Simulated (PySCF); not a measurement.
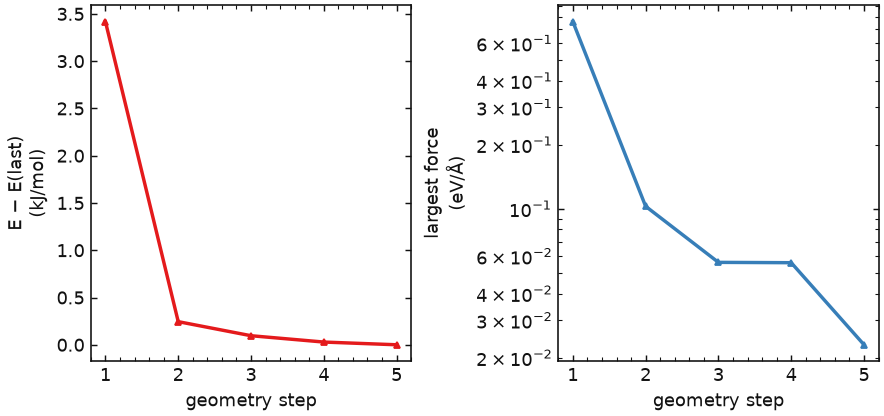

History of a geometry optimisation.

System: methallyl cyanide (SMILES C=C(C)CC#N).
Method: PBE0-D3(BJ)/def2-SVP, geometry optimisation in PySCF.

Question: How did it end, and what did it gain?

Answer: The optimisation met its thresholds at geometry 5, counting the start as the first. The energy fell by about 3.4 kJ/mol from the first step to the last. The largest force goes from about 0.76 eV/Å at the start to 0.023 eV/Å at the end.
